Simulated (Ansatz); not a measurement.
# Pressure series in La

The reference is La (space group P6_3/mmc, No. 194; a = 3.770 Å, c = 12.081 Å).

Cell and atoms are relaxed at each pressure.

Calculations: PBE in Ansatz (plane waves to 420 eV, PAW, no spin-orbit coupling).

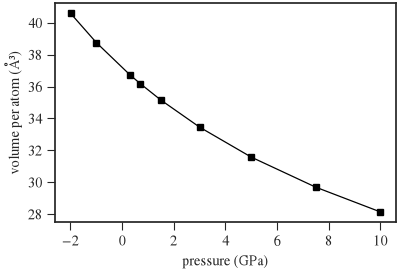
Figure: Volume against pressure

### Question
Estimate the zero-pressure bulk modulus from the plot.

### Answer
About 25 GPa; a third-order Birch–Murnaghan fit to the points gives V₀ = 37.14 Å³/atom, B₀ = 25 GPa and B₀′ = 2.9.

Load acts through the strain it causes; cell and atoms are relaxed under it. Stability against distortions was not tested. No other phases were tried under pressure.

Ansatz is a first-principles code.
